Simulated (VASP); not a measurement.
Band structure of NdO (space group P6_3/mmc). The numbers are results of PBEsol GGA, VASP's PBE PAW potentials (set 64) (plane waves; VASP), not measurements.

The 4f electrons are frozen in the core of the lanthanide potential, so 4f levels, which can set the real gap, and their magnetism are missing.

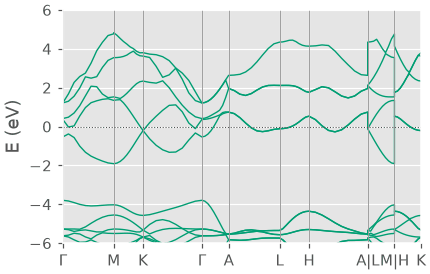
Bands along high-symmetry lines, zero at the valence-band maximum or, without a gap, the Fermi level

### Question
Read the plot: is there a gap, and where are the band edges?

### Answer
It has no gap at this level: it comes out as a metal or semimetal. (Edges off the drawn lines would not show.)

The structure comes from a computed database's NdO entry (P6_3/mmc); how it stands against other phases isn't given here. It was relaxed first.
